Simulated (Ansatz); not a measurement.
# Phonons of Be (Im-3m, 1 atom in the cell) against volume

Aim: how the phonons of Be (Im-3m, 1 atom in the cell) shift with volume, and the thermal expansion that follows.

Main program and level: Ansatz 0.2.0; DFT PBEsol, scalar-relativistic, plane waves, PAW; PAW set soft_1.

This is not the structure that Be takes at ambient pressure and room temperature (hexagonal, No. 194); it is a model or a phase of other conditions.

### 1. Starting point

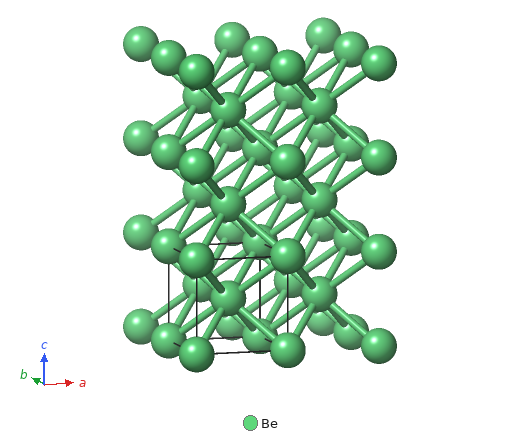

The cell as given, slightly off an axis (beryllium green). 2×2×3 cells are drawn. This picture shows the conventional cell, with its axes. Some periodic images of atoms are drawn too.

### 2. Response at finite wavevector

The cell comes from relaxations at this level that are not shown. Stability and thermal properties need the whole zone. Linear response on a 6×6×6 q mesh gives force constants as far as a supercell of that size would.

Contents of input.yaml:

```yaml
crystal:
  lattice:
    - [-1.2461673065, 1.2461673065, 1.2461673065]
    - [1.2461673065, -1.2461673065, 1.2461673065]
    - [1.2461673065, 1.2461673065, -1.2461673065]
  atoms:
    - { symbol: Be, position: [0.0, 0.0, 0.0] }
kpoints:
  mp_grid: { grid: [24, 24, 24] }
hamiltonian:
  xc: pbesol
  pseudopotentials: { kind: paw, azcp: { folder: soft_1 }, xc_functional: pbe }
scf:
  occupations: { method: methfessel_paxton, width: 0.2 }
output:
  eigenvalues: true
phonons:
  method: dfpt
  qmesh: [6, 6, 6]
  temperatures: { t_max: 1000, t_step: 50 }
  qpath:
    path:
      - [[0.0, 0.0, 0.0], [0.5, -0.5, 0.5], [0.0, 0.0, 0.5], [0.0, 0.0, 0.0], [0.25, 0.25, 0.25], [0.5, -0.5, 0.5]]
      - [[0.25, 0.25, 0.25], [0.0, 0.0, 0.5]]
    npoints: 10
```

Run with:

```sh
$ ansatz run input.yaml --threads 4 --pin off --max-ram 10240MiB --backend cpu --events-out ev --progress --plain --runs-dir out
```

Numbers of over 12 decimals in the logs are rounded to 6 here.

The log of the run:

```text
Engine: ansatz 0.2.0, aarch64-unknown-linux-gnu
Pseudopotentials: kind: paw
Pseudopotential: Be, paw, valence charge 2, recommended cutoff 420 eV (normal), soft_1/Be.paw.azcp
Functional definition: PBEsol
  exchange = pbesol_x
  correlation = pbesol_c
Crystal: 1 atoms, lattice volume = 7.741 Å³
Basis set: ecut = 420 eV, 141 PW (Γ), exchange–correlation on 30×30×30 points (8 copies of the dense FFT grid, shifted against one another)
Bands: 5, of which v1, the nominal top of the filled ones, is band 1 counted from 1 (0 counted from 0)
Symmetry: 48 space group operations
k-points: 413 of 13824
Non-local potential: Be, projectors of the file, l = 0: 2, l = 1: 2, l = 2: 1
PAW form: soft (Blöchl's): semilocal exchange-correlation on the pseudo side does not see the compensation charge
PAW frozen core: Be, regenerated for the run's functional, and the local potential with it (the file was generated under x = pbe(κ = 0.804, μ = 0.219515), c = pbe(β = 0.066725))
PAW one-centre angular grid: Be, 110 points (default); XC on 64 Gauss nodes
Initial density: superposition of atomic densities (chi_scale 0.1, normalization cell)
Initial wavefunctions: pseudopotential atomic-orbital guess
Functional: x = pbesol(κ = 0.804, μ = 0.123457), c = pbesol(β = 0.046)
iter 1 solved again at ethr=2.86e-5 eV; its pass at ethr=3.10e-3 eV (dr2=5.72e-4 eV) is discarded
SCF iter   1: F=—  HF=-90.257817 eV  |F-HF|=—  |Δ(HF+E_count)|=         —  Δρ=5.68e-3  dr2=5.73e-4  ethr=2.86e-5  ⟨swp⟩=1.0  Hψ=23808  notcnv=0
preconditioner: auto → none  [metal: Δε(μ)=0.047 eV  Ē_g=19.160 eV  σ=0.200 eV  W_gap=0.20  n_scr=0 (ndim 8)  ℏωp=18.9 eV  f_vac=0.000  D(μ)=0.17/eV (n_scr^D=0)]
SCF iter   2: F=—  HF=-90.252475 eV  |F-HF|=—  |Δ(HF+E_count)|=   5.34e-3  S|Δr|=    0.00e0  Δρ=2.88e-3  dr2=1.60e-4  ethr=2.86e-5  ⟨swp⟩=1.0  Hψ=2065  notcnv=0
SCF iter   3: F=—  HF=-90.251653 eV  |F-HF|=—  |Δ(HF+E_count)|=   8.22e-4  S|Δr|=    0.00e0  Δρ=1.26e-4  dr2=8.21e-7  ethr=7.98e-6  ⟨swp⟩=1.2  Hψ=2146  notcnv=0
SCF iter   4: F=—  HF=-90.251653 eV  |F-HF|=—  |Δ(HF+E_count)|=   4.09e-7  S|Δr|=    0.00e0  Δρ=4.41e-5  dr2=9.49e-8  ethr=4.11e-8  ⟨swp⟩=1.0  Hψ=2082  notcnv=0
SCF iter   5: F=—  HF=-90.251653 eV  |F-HF|=—  |Δ(HF+E_count)|=   4.97e-8  S|Δr|=    0.00e0  Δρ=7.94e-7  dr2=1.50e-11  ethr=4.75e-9  ⟨swp⟩=1.1  Hψ=2095  notcnv=0
SCF iter   6: F=-90.251653 eV  HF=-90.251653 eV  |F-HF|=1.42e-14  |Δ(HF+E_count)|=  9.04e-12  S|Δr|=    0.00e0  Δρ=4.57e-8  dr2=8.56e-14  ethr=1.00e-12  ⟨swp⟩=3.9  Hψ=4265  notcnv=0
SCF 1 converged in 6 iterations: F = -90.251653 eV  dr2 = 8.56e-14
  greatest PAW one-centre occupation: 0.349 electrons in one spin orbital (limit 2), on the Be atom at site 0 (counted from 0), in its partial waves of l = 0
NSCF: frozen V_eff on 413 k-points
NSCF: frozen V_eff on 1063 k-points
DFPT response loops at q = (0, 0, 0) (fractional): preconditioner auto → Kerker (q_TF=auto, 2.177 Å⁻¹) (partly filled bands, converged f_vac=0.000); β = 1.00, the filter's whole step (`scf.mixing.beta` (0.50) is not read by the response loops under this deck's `scf.mixing.preconditioner`; to damp them name `kerker` or `kerker_dos`, under which they read `scf.mixing.beta`, and type it under 1.00, their step now; both keys bind the ground state too); Broyden in place of MSR1
NSCF: frozen V_eff on 14400 k-points
DFPT response loops at q = (0, 0, 0.166667) (fractional): mixed as the last ones told, above
NSCF: frozen V_eff on 14400 k-points
DFPT response loops at q = (0, 0, 0.333333) (fractional): mixed as the last ones told, above
NSCF: frozen V_eff on 7228 k-points
DFPT response loops at q = (0, 0, -0.5) (fractional): mixed as the last ones told, above
NSCF: frozen V_eff on 27648 k-points
DFPT response loops at q = (0, 0.166667, 0.166667) (fractional): mixed as the last ones told, above
NSCF: frozen V_eff on 27648 k-points
DFPT response loops at q = (0, 0.166667, 0.333333) (fractional): mixed as the last ones told, above
NSCF: frozen V_eff on 14400 k-points
DFPT response loops at q = (0, 0.333333, 0.333333) (fractional): mixed as the last ones told, above
NSCF: frozen V_eff on 14400 k-points
DFPT response loops at q = (0.166667, 0.166667, 0.166667) (fractional): mixed as the last ones told, above
NSCF: frozen V_eff on 13872 k-points
DFPT response loops at q = (0.166667, 0.166667, 0.333333) (fractional): mixed as the last ones told, above
NSCF: frozen V_eff on 7512 k-points
DFPT response loops at q = (0.166667, 0.166667, -0.166667) (fractional): mixed as the last ones told, above
NSCF: frozen V_eff on 14400 k-points
DFPT response loops at q = (0.166667, 0.333333, -0.333333) (fractional): mixed as the last ones told, above
NSCF: frozen V_eff on 14400 k-points
DFPT response loops at q = (0.166667, -0.5, -0.5) (fractional): mixed as the last ones told, above
NSCF: frozen V_eff on 27648 k-points
DFPT response loops at q = (0.166667, -0.5, -0.333333) (fractional): mixed as the last ones told, above
NSCF: frozen V_eff on 7512 k-points
DFPT response loops at q = (0.333333, 0.333333, -0.333333) (fractional): mixed as the last ones told, above
NSCF: frozen V_eff on 14400 k-points
DFPT response loops at q = (0.333333, -0.5, -0.5) (fractional): mixed as the last ones told, above
NSCF: frozen V_eff on 2126 k-points
DFPT response loops at q = (-0.5, -0.5, -0.5) (fractional): mixed as the last ones told, above
SCF converged after 6 iterations
Stability not checked: this state was not tested for a lower state beside it, because cold or Methfessel-Paxton smearing, or corrected tetrahedra, fill the levels in a way that the test cannot read (fill_not_monotonic; see scf.lower_state_search)
Free energy (F): -90.251653 eV
Harris-Foulkes:  -90.251653 eV  (|F-HF|=1.42e-14)
Internal energy: -90.251589 eV  (E = F + TS)
E sigma→0 (E₀):  -90.251637 eV
Entropy (-TS):   -0.000064 eV (-0.064 meV/atom)
Fermi energy:    9.268141 eV
--- Per-component energies (eV) ---
  E_band       = 6.443188
  E_kinetic    = 21.747987
  E_local      = 3.408374  (includes V_loc(G=0)·N_el)
  E_nonlocal   = 3.650919
  E_hartree    = 0.018749
  E_xc         = -20.407490
  E_vxc        = -20.928260  (∫ρ·V_xc dr)
  E_paw        = -56.627785  (= ΣΔE_a)
  E_vpaw       = -1.473330  (= ΣTr[D̂ρ^β])
  E_aug_tail   = -0.000001  (compensation charges beyond the density's cutoff)
  E_ewald      = -42.051875
  E_core_change = 0.009531  (= ΣΔE_core)
  E_smearing   = -0.000064  (= −TS)
  E_closure    = -0.000000  (closes the sum)
  Σ components = -90.251653   (vs F -90.251653, Δ=0.00e0)
--- Band table (eV; the first three rows and the last of 413) ---
  k-point 0: bands = ["-3.1536", "28.7764", "28.7764", "28.7764", "40.1352"]
  k-point 1: bands = ["-3.0926", "28.4713", "28.5179", "28.7029", "39.2794"]
  k-point 2: bands = ["-2.9094", "27.5327", "27.8417", "28.4858", "37.4889"]
  k-point 412: bands = ["13.1639", "13.1639", "13.1639", "19.0374", "19.0374"]
--- Phonons (Γ-DFPT): 1 representative perturbation + reference (Σ response iterations 3) ---
  ASR residual: 9.285e-6 → 0.000e0 eV/Å²; symmetrization residual: 9.252e-17 eV/Å²
  ASR residual per site (eV/Å²): 9.28e-6
  Γ frequencies (cm⁻¹): 0.00 0.00 0.00
--- Phonons (arbitrary-q DFPT): 16 irreducible q on the 6×6×6 mesh ---
  q = [0.0000, 0.0000, 0.0000] (star 1, of the zone-centre solve; hermiticity 1.45e-12, symmetrization 9.96e-12): -0.00 -0.00 -0.00
  q = [0.0000, 0.0000, 0.1667] (star 12, 2 solved perturbations in 10956 linear systems a pass and spin channel, the states on 7200 of 13824 k-point pairs; hermiticity 1.19e-15, symmetrization 5.57e-15): 84.80 317.94 362.99
  q = [0.0000, 0.0000, 0.3333] (star 12, 2 solved perturbations in 10956 linear systems a pass and spin channel, the states on 7200 of 13824 k-point pairs; hermiticity 1.98e-16, symmetrization 9.48e-16): 57.19 531.79 583.92
  q = [0.0000, 0.0000, -0.5000] (star 6, 2 solved perturbations in 5577 linear systems a pass and spin channel, the states on 3614 of 13824 k-point pairs; hermiticity 2.39e-12, symmetrization 2.29e-12): -53.81 605.34 669.57
  q = [0.0000, 0.1667, 0.1667] (star 24, 2 solved perturbations in 21024 linear systems a pass and spin channel, the states on 13824 of 13824 k-point pairs; hermiticity 1.66e-9, symmetrization 2.37e-15): 210.47 339.81 592.35
  q = [0.0000, 0.1667, 0.3333] (star 48, 3 solved perturbations on 13824 of 13824 k-point pairs: no pair is spared here; hermiticity 2.83e-9, symmetrization 7.54e-18): 267.20 536.68 658.17
  q = [0.0000, 0.3333, 0.3333] (star 8, 1 solved perturbation on 7200 of 13824 k-point pairs; hermiticity 1.96e-15, symmetrization 1.96e-15): 422.91 566.78 566.78
  q = [0.1667, 0.1667, 0.1667] (star 8, 1 solved perturbation on 7200 of 13824 k-point pairs; hermiticity 1.54e-15, symmetrization 2.57e-15): 276.59 276.59 687.02
  q = [0.1667, 0.1667, 0.3333] (star 12, 2 solved perturbations in 10692 linear systems a pass and spin channel, the states on 6936 of 13824 k-point pairs; hermiticity 8.33e-16, symmetrization 1.23e-15): 271.51 511.11 551.60
  q = [0.1667, 0.1667, -0.1667] (star 6, 2 solved perturbations in 5784 linear systems a pass and spin channel, the states on 3756 of 13824 k-point pairs; hermiticity 1.42e-15, symmetrization 4.09e-15): 352.72 379.88 379.88
  q = [0.1667, 0.3333, -0.3333] (star 24, 3 solved perturbations on 7200 of 13824 k-point pairs; hermiticity 2.62e-9, symmetrization 5.15e-16): 398.68 544.00 588.76
  q = [0.1667, -0.5000, -0.5000] (star 12, 2 solved perturbations in 10956 linear systems a pass and spin channel, the states on 7200 of 13824 k-point pairs; hermiticity 2.93e-11, symmetrization 1.67e-11): 398.08 620.23 680.39
  q = [0.1667, -0.5000, -0.3333] (star 24, 2 solved perturbations in 21024 linear systems a pass and spin channel, the states on 13824 of 13824 k-point pairs; hermiticity 8.89e-10, symmetrization 3.89e-16): 495.62 584.88 654.45
  q = [0.3333, 0.3333, -0.3333] (star 6, 2 solved perturbations in 5784 linear systems a pass and spin channel, the states on 3756 of 13824 k-point pairs; hermiticity 3.60e-16, symmetrization 2.22e-15): 593.83 593.83 601.60
  q = [0.3333, -0.5000, -0.5000] (star 12, 2 solved perturbations in 10956 linear systems a pass and spin channel, the states on 7200 of 13824 k-point pairs; hermiticity 9.98e-11, symmetrization 5.26e-11): 596.96 642.65 644.28
  q = [-0.5000, -0.5000, -0.5000] (star 1, 1 solved perturbation on 1063 of 13824 k-point pairs; hermiticity 5.69e-12, symmetrization 2.85e-12): 665.29 665.29 665.29
  sum rule: each row above includes the acoustic sum rule's correction from the zone centre's row sums; it moved no ω² by more than (0.53 cm⁻¹)²
  mesh force constants: q→R imaginary residual 0.00e0; ASR residual 9.285e-6 → 0.000e0 eV/Å²; symmetrization residual 5.329e-15 eV/Å²
  interpolated dispersion: 62 rows × 3 modes
  density of states and harmonic sums: on the 36×36×36 q-mesh, interpolated from the force constants of a 6×6×6 supercell (no non-analytic term)
  largest difference from the sums on the solved wave vectors: F 5.17e-3 eV, S 8.58e-6 and C_V 3.46e-6 eV/K
  zero-point energy: 0.088536 eV/cell   skipped modes (ω ≤ 0): 8, of them read as no rigid motion or as one in doubt: 5 (1.929e-3 modes/cell left out, lowest -53.81 cm⁻¹)   left out of the sums: 6.64e-4 of the cell's modes: C_V's classical limit lies that fraction below 3 k_B per atom; for a crystal, a wire or a layer, F and S can be off by more, and a phonons.interpolated_qmesh denser along its periods is the remedy for the sampling
```

Wall time 2.5 min (4 threads of Arm Neoverse V1, shared host); peak memory 1.6 GiB; 8.6 min of CPU time.

Numbers from this step:

- volume per atom: 7.741 Å³
- gap on the k-mesh: 0 eV
- sum-rule residual before enforcement: 9.28e-6 eV/Å²
- lowest frequency on the path: -53.81 cm⁻¹
- highest frequency on the path or at a solved wavevector: 687.0 cm⁻¹
- lowest mode on the q mesh (acoustic modes at Γ apart): -53.81 cm⁻¹

Frequencies (cm⁻¹) solved at each irreducible wavevector; negative means imaginary. Frequencies by wavevector, by row:

```csv
q in reciprocal lattice units,star,mode 1,mode 2,mode 3
0 0 0,1,0,0,0
0 0 0.1667,12,84.8,317.9,363
0 0 0.3333,12,57.2,531.8,583.9
0 0 -0.5,6,-53.8,605.3,669.6
0 0.1667 0.1667,24,210.5,339.8,592.4
0 0.1667 0.3333,48,267.2,536.7,658.2
0 0.3333 0.3333,8,422.9,566.8,566.8
0.1667 0.1667 0.1667,8,276.6,276.6,687
0.1667 0.1667 0.3333,12,271.5,511.1,551.6
0.1667 0.1667 -0.1667,6,352.7,379.9,379.9
0.1667 0.3333 -0.3333,24,398.7,544,588.8
0.1667 -0.5 -0.5,12,398.1,620.2,680.4
0.1667 -0.5 -0.3333,24,495.6,584.9,654.5
0.3333 0.3333 -0.3333,6,593.8,593.8,601.6
0.3333 -0.5 -0.5,12,597,642.6,644.3
-0.5 -0.5 -0.5,1,665.3,665.3,665.3
```

Symmetry leaves 16 wavevectors to solve. The lowest mode among them, the acoustic zeros apart, lies at q = (0, 0, -0.5) and is imaginary, 53.8i cm⁻¹, so the energy falls along it.

### 3. Relaxing at another volume, volume ratio 0.97

The volume is scaled by 0.97 and held; symmetry leaves nothing to relax, so this is a single point. The modes can then be followed against volume.

input.yaml, the sections that differ from step 2:

```yaml
crystal:
  lattice:
    - [-1.2335788973, 1.2335788973, 1.2335788973]
    - [1.2335788973, -1.2335788973, 1.2335788973]
    - [1.2335788973, 1.2335788973, -1.2335788973]
  atoms:
    - { symbol: Be, position: [0.0, 0.0, 0.0] }
output:
  forces: true
  stress: true
  eigenvalues: true
# kpoints, hamiltonian, scf: as in step 2
# phonons: removed
```

The log of the run:

```text
[...]
Crystal: 1 atoms, lattice volume = 7.509 Å³
Basis set: ecut = 420 eV, 141 PW (Γ), exchange–correlation on 30×30×30 points (8 copies of the dense FFT grid, shifted against one another)
Bands: 5, of which v1, the nominal top of the filled ones, is band 1 counted from 1 (0 counted from 0)
Symmetry: 48 space group operations
[...]
k-points: 413 of 13824
[...]
Internal energy: -90.248571 eV  (E = F + TS)
E sigma→0 (E₀):  -90.248737 eV
Entropy (-TS):   -0.000221 eV (-0.221 meV/atom)
Fermi energy:    9.567041 eV
[...]
--- Stress (GPa, compression-positive) ---
        4.031164       0.000000       0.000000
       -0.000000       4.031164       0.000000
       -0.000000      -0.000000       4.031164
  P = ⅓ Tr σ = 4.0312 GPa (40.312 kbar)
--- Band table (eV; the first three rows and the last of 413) ---
[...]
[key lines of the parts left out:]
SCF converged after 5 iterations
Free energy (F): -90.248792 eV
```

Wall time 0.57 s (4 threads); peak memory 0.26 GiB; 1.7 s of CPU time.

Numbers from this step:

- pressure: 4.031 GPa
- volume per atom: 7.509 Å³

The run ends at a pressure of 4.03 GPa.

### 4. Phonons at the other volume, volume ratio 0.97

The phonons are repeated at this volume on the same k and q meshes.

Changes to input.yaml since step 3:

```diff
@@ -15,4 +15,11 @@
 output:
-  forces: true
-  stress: true
   eigenvalues: true
+phonons:
+  method: dfpt
+  qmesh: [6, 6, 6]
+  temperatures: { t_max: 1000, t_step: 50 }
+  qpath:
+    path:
+      - [[0.0, 0.0, 0.0], [0.5, -0.5, 0.5], [0.0, 0.0, 0.5], [0.0, 0.0, 0.0], [0.25, 0.25, 0.25], [0.5, -0.5, 0.5]]
+      - [[0.25, 0.25, 0.25], [0.0, 0.0, 0.5]]
+    npoints: 10
```

The log of the run:

```text
[...]
Crystal: 1 atoms, lattice volume = 7.509 Å³
Basis set: ecut = 420 eV, 141 PW (Γ), exchange–correlation on 30×30×30 points (8 copies of the dense FFT grid, shifted against one another)
Bands: 5, of which v1, the nominal top of the filled ones, is band 1 counted from 1 (0 counted from 0)
Symmetry: 48 space group operations
k-points: 413 of 13824
[...]
SCF iter   6: F=-90.248792 eV  HF=-90.248792 eV  |F-HF|=2.84e-14  |Δ(HF+E_count)|=  1.18e-11  S|Δr|=    0.00e0  Δρ=4.87e-8  dr2=9.29e-14  ethr=1.00e-12  ⟨swp⟩=4.0  Hψ=4272  notcnv=0
the search or the solves at the SCF's close seem to have found levels that the self-consistency loop had missed (the run counts 1). By its estimate they hold under 1e-12 electrons; where the run keeps them, the occupations were computed again with them
SCF 1 converged in 6 iterations: F = -90.248792 eV  dr2 = 9.29e-14
[...]
NSCF: frozen V_eff on 413 k-points
[...]
SCF converged after 6 iterations
[...]
Free energy (F): -90.248792 eV
[...]
Internal energy: -90.248571 eV  (E = F + TS)
E sigma→0 (E₀):  -90.248737 eV
Entropy (-TS):   -0.000221 eV (-0.221 meV/atom)
Fermi energy:    9.567042 eV
[...]
--- Band table (eV; the first three rows and the last of 413) ---
[...]
ASR residual: 1.103e-5 → 0.000e0 eV/Å²; symmetrization residual: 1.665e-16 eV/Å²
  ASR residual per site (eV/Å²): 1.10e-5
  Γ frequencies (cm⁻¹): 0.00 0.00 0.00
--- Phonons (arbitrary-q DFPT): 16 irreducible q on the 6×6×6 mesh ---
[...]
interpolated dispersion: 62 rows × 3 modes
[...]
zero-point energy: 0.092337 eV/cell   skipped modes (ω ≤ 0): 3   left out of the sums: 2.14e-5 of the cell's modes: C_V's classical limit lies that fraction below 3 k_B per atom; for a crystal, a wire or a layer, F and S can be off by more, and a phonons.interpolated_qmesh denser along its periods is the remedy for the sampling
```

Run time: 2.4 min. Hardware: 4 threads; peak memory 1.5 GiB; 8.5 min of CPU time.

This step gave:

- sum-rule residual before enforcement: 1.10e-5 eV/Å²
- lowest frequency on the path: 0 cm⁻¹
- highest frequency on the path or at a solved wavevector: 713.3 cm⁻¹
- mean frequency: 496.5 cm⁻¹
- Debye temperature (second moment): 975 K
- logarithmic mean frequency: 455.5 cm⁻¹
- lowest mode on the q mesh (acoustic modes at Γ apart): 44.56 cm⁻¹
- zero-point energy per atom: 92.34 meV
- heat capacity at 300 K: 15.74 J/(mol atoms K)
- vibrational entropy at 300 K: 10.95 J/(mol atoms K)

Frequencies (cm⁻¹) solved at each irreducible wavevector; negative means imaginary. Frequencies by wavevector, by row:

```csv
q in reciprocal lattice units,star,mode 1,mode 2,mode 3
0 0 0,1,0,0,0
0 0 0.1667,12,92.3,326.5,378
0 0 0.3333,12,88.9,547,608.9
0 0 -0.5,6,44.6,622.9,698.2
0 0.1667 0.1667,24,225.1,355.9,614.3
0 0.1667 0.3333,48,282.8,556.6,684.5
0 0.3333 0.3333,8,436.6,592.2,592.2
0.1667 0.1667 0.1667,8,298.9,298.9,713.3
0.1667 0.1667 0.3333,12,293.9,532.6,578.3
0.1667 0.1667 -0.1667,6,371,393.1,393.1
0.1667 0.3333 -0.3333,24,413.1,561.9,614.6
0.1667 -0.5 -0.5,12,412.5,639.9,709.8
0.1667 -0.5 -0.3333,24,512,608.4,682
0.3333 0.3333 -0.3333,6,616.5,616.5,626.6
0.3333 -0.5 -0.5,12,618.9,667.3,671.9
-0.5 -0.5 -0.5,1,691.3,691.3,691.3
```

The highest frequency on the path or at a solved wavevector is 713.3 cm⁻¹, +26.3 cm⁻¹ against the base run.

[end of part 1 of 2]

[Logs are printed without paths, hosts, clocks, repeated set-up lines and the standing remarks that a program may print on its own settings, such as how far it seeks lower states.]

[Hosts, paths, dates, database ids (printed as entryN), source tags and the programs' standing remarks are cut or masked in the printed files.]
